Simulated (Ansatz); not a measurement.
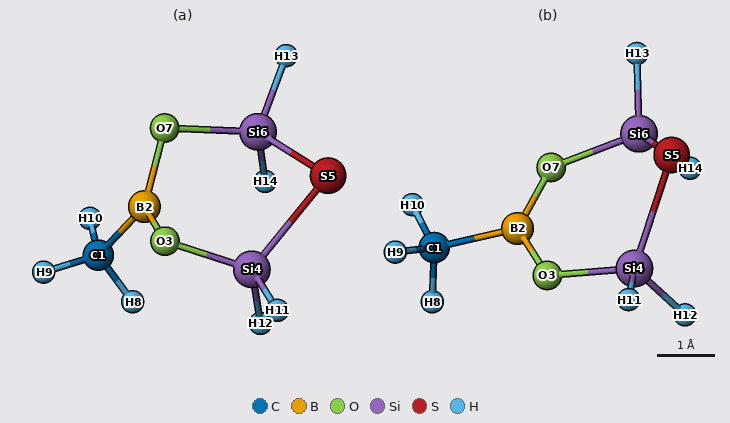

The structure of CH7BO2SSi2 before (left) and after (right) a relaxation, at one scale.

The picture is a ball-and-stick view, seen from a free direction.

The run prepares the start of a later molecular dynamics calculation, from a guessed geometry.

The calculation used Ansatz 0.2.0, RKS r2SCAN-D4/STO-3G. (no spin polarisation; force threshold 0.02 eV/Å; at most 40 steps)

Q: Describe what moved and what it gained.

A: The energy falls by 157.7 kJ/mol in 11 geometry steps. The largest force component goes from 4 to 0.0083 eV/Å. The largest moves after the best rigid fit, 1.17 Å, are those of O7 and H8. Largest moves by element: H 1.17 Å, O 1.17 Å, S 0.69 Å, B 0.66 Å, C 0.54 Å, Si 0.31 Å. Some distances before and after: B2–O3 1.460 → 1.369 Å, O3–Si4 1.628 → 1.708 Å, C1–H10 1.168 → 1.097 Å, Si4–H12 1.525 → 1.456 Å. Among the angles between lasting bonds that change: B2–O7–Si6 104.4° → 126.5°, B2–O3–Si4 108.2° → 126.4°, O3–B2–O7 119.2° → 127.4°. Groups turn about B2–O7 by about 85°, B2–O3 by about 85°, Si6–O7 by about 35°. Cost: 78 s on 1 thread of Intel(R) Xeon(R) Platinum 8488C (Sapphire Rapids), on a shared host, peak memory 0.23 GiB.

Limits of the set-up: STO-3G is a minimal basis, so the numbers are rough.
